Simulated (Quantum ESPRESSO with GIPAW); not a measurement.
# From 29Si NMR to local structure in C4H8Br4Si

A crystal of composition C4H8Br4Si (one database entry, not always the ambient form) has the 29Si spectrum and parameters below, calculated by GIPAW (PBEsol; shifts against TMS, scatter of the reference line 5 ppm; spans on the shift scale).

Simulated spectrum, 29Si MAS at 20 kHz, 9.4 T (79.6 MHz), lines broadened by 0.8 ppm; rigid lattice, with dipolar and J couplings left out: a single narrow line at 3.3 ppm.

```tsv
line	δ_iso (ppm)	relative area	span (ppm)	skew
A	3.3	1	28.4	1.00
```

Q: What surrounds each Si site, and how symmetric is it?

A: skew ±1 point to an axis of order three or more.  The structure behind these values (space group P-42_1c; other structures could give like values):

```tsv
line	surroundings	neighbours	bonds (Å)	site symmetry
A	SiC4	4	1.879	-4
```

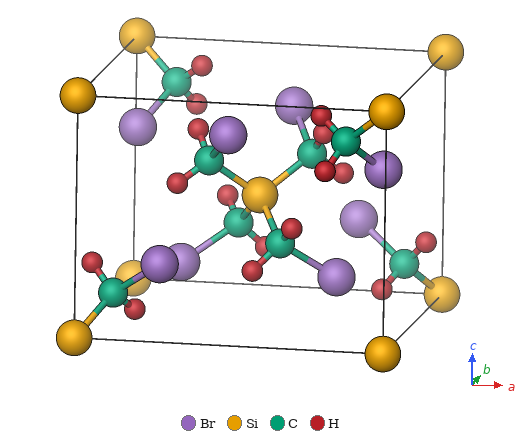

The structure (bromine purple, silicon orange, carbon teal, hydrogen red). Bonds to atoms that aren't drawn are left out. Some periodic images of atoms are drawn too.

[Banner, clock, file and message-heading lines were taken out of the pw.x and gipaw.x logs.]

[Logs are printed without paths, hosts, clocks, repeated set-up lines and the standing remarks that a program may print on its own settings, such as how far it seeks lower states.]

[Hosts, paths, dates, database ids (printed as entryN), source tags and the programs' standing remarks are cut or masked in the printed files.]
